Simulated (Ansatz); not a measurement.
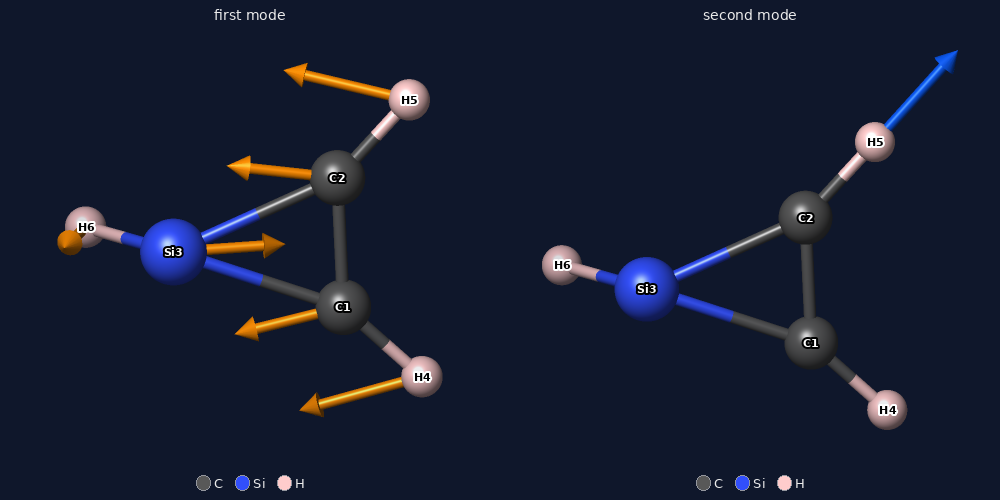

The system is C₂H₃Si, SMILES C1=C[SiH]1, spin multiplicity 2; the picture shows the reference structure; its two panels give the patterns of the first and the second mode as arrows. Coordinates scanned: (1) normal mode 5 (789 cm⁻¹); (2) normal mode 11 (3216 cm⁻¹). Nothing is relaxed (straight displacements along the two mass-weighted modes). The grid has 9 × 9 points; 45 points were computed and 36 follow by symmetry. Points are written as (first, second). Energies: eV, counted from the lowest grid point. Method: UHF-MP2, frozen core/def2-TZVP in Ansatz.

Its coordinates:

```yaml
atoms:
  - { symbol: C, position_ang: [-0.5906, -0.5422, -0.2317] }
  - { symbol: C, position_ang: [0.3159, 0.3414, -0.6930] }
  - { symbol: Si, position_ang: [0.7797, -0.3077, 0.9430] }
  - { symbol: H, position_ang: [-1.5218, -0.9525, -0.6012] }
  - { symbol: H, position_ang: [0.4195, 0.9399, -1.5891] }
  - { symbol: H, position_ang: [0.5973, 0.5211, 2.1720] }
```

Range: normal mode 5 (789 cm⁻¹) from −0.934 to 0.934 amu½·Å; normal mode 11 (3216 cm⁻¹) from −0.229 to 0.229 amu½·Å.

> Predict the map.

The lowest grid point is at (0.000 amu½·Å, 0.000 amu½·Å). No other kind of well shows on this grid. The highest grid point, (0.934 amu½·Å, −0.229 amu½·Å), lies 2.52 eV above the lowest.

| second ↓, first → | −0.934 | −0.701 | −0.467 | −0.234 | 0.000 | 0.234 | 0.467 | 0.701 | 0.934 |
| --- | --- | --- | --- | --- | --- | --- | --- | --- | --- |
| 0.229 | 1.75 | 1.47 | 1.25 | 1.11 | 1.07 | 1.16 | 1.40 | 1.83 | 2.52 |
| 0.172 | 1.29 | 1.01 | 0.78 | 0.63 | 0.59 | 0.66 | 0.90 | 1.33 | 2.00 |
| 0.115 | 0.98 | 0.69 | 0.46 | 0.31 | 0.25 | 0.33 | 0.56 | 0.98 | 1.65 |
| 0.057 | 0.80 | 0.51 | 0.28 | 0.12 | 0.06 | 0.13 | 0.36 | 0.78 | 1.45 |
| 0.000 | 0.74 | 0.45 | 0.21 | 0.06 | 0.00 | 0.07 | 0.29 | 0.72 | 1.39 |
| −0.057 | 0.80 | 0.51 | 0.28 | 0.12 | 0.06 | 0.13 | 0.36 | 0.78 | 1.45 |
| −0.115 | 0.98 | 0.69 | 0.46 | 0.31 | 0.25 | 0.33 | 0.56 | 0.98 | 1.65 |
| −0.172 | 1.29 | 1.01 | 0.78 | 0.63 | 0.59 | 0.66 | 0.90 | 1.33 | 2.00 |
| −0.229 | 1.75 | 1.47 | 1.25 | 1.11 | 1.07 | 1.16 | 1.40 | 1.83 | 2.52 |

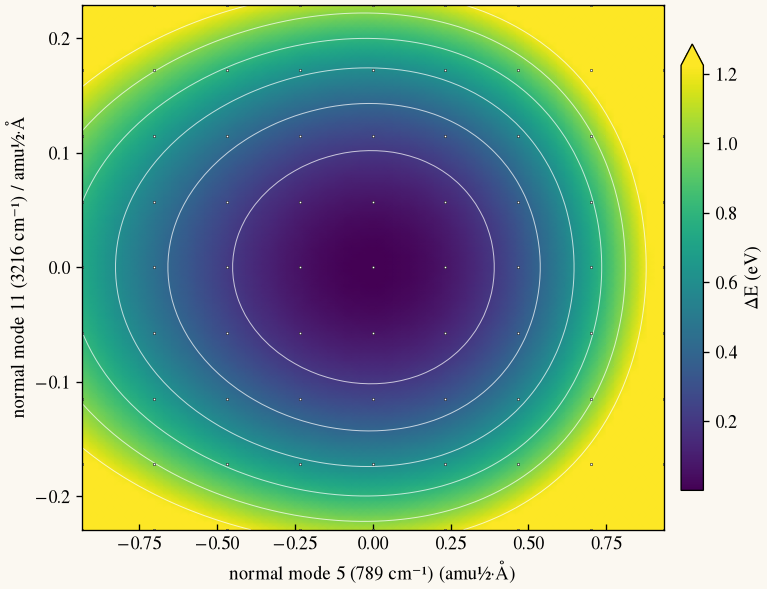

The picture shows a smooth colour map with a few white contour lines, dots at the grid points, one colour for all values above the top of the scale. Between grid points the surface is interpolated.

The whole map (45 points run) took 8.1 min on 1 thread of Arm Neoverse V2, on a shared host.
